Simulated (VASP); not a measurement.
Energy against volume of NaI (rock salt). Level of theory: r2SCAN+rVV10, VASP's PBE PAW potentials (set 64) (plane waves; VASP 6.6.1).

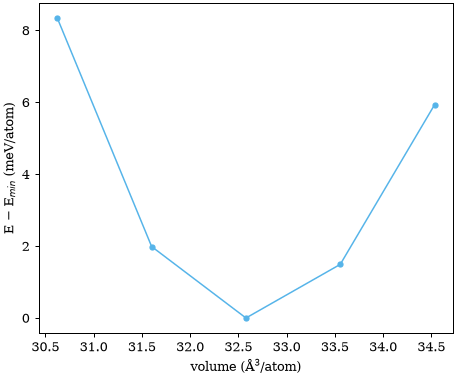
Fig. 1. Energy against volume

Q: Estimate the equilibrium volume and the bulk modulus.

A: The minimum lies near 32.6 Å³/atom, and the curvature gives B0 of about 19 GPa.

The compound is NaI in the rock salt structure. It was relaxed first.
